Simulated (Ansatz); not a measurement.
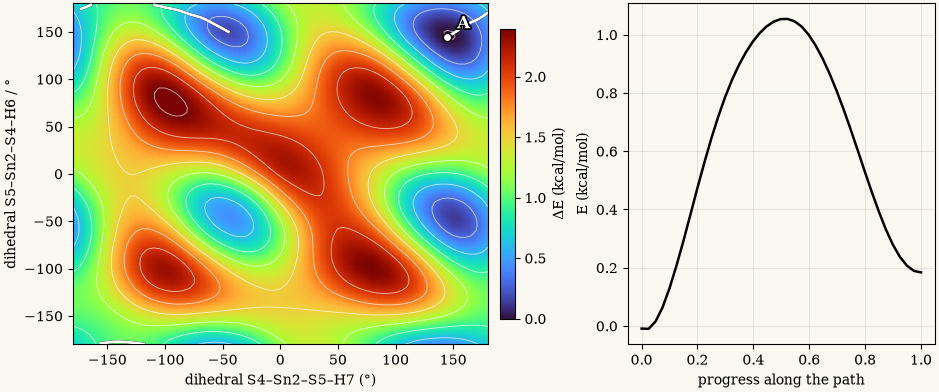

F2H2S2Sn, SMILES [F][Sn]([F])([SH])[SH]. Coordinates scanned: (1) dihedral S4–Sn2–S5–H7; (2) dihedral S5–Sn2–S4–H6. Nothing is relaxed (all other coordinates rigid). The scan uses a 12 × 12 grid. Energies are in kcal/mol, from the lowest grid point. All numbers below come from RHF/def2-TZVP (Ansatz).

The picture shows a smooth colour map with a few white contour lines, a line along the lowest path, the energy along the path at the right, the start A. Between grid points the surface is interpolated.

Q: Describe the path and its barrier.

A: The easiest path leads from the well at dihedral S4–Sn2–S5–H7 = 150°, dihedral S5–Sn2–S4–H6 = 150° to the well at about dihedral S4–Sn2–S5–H7 = −45°, dihedral S5–Sn2–S4–H6 = 150°, about 0.19 kcal/mol higher (on a rigid scan; wells that are mirror images or exchange like atoms can differ by this much). Its highest point lies about 1.1 kcal/mol above the bottom of the first well on the interpolated surface, at about dihedral S4–Sn2–S5–H7 = −130°, dihedral S5–Sn2–S4–H6 = −180°. Seen from the upper well the barrier is about 0.87 kcal/mol. The start is the relaxed structure and all else is held, so a fully relaxed path at this level can only be lower.
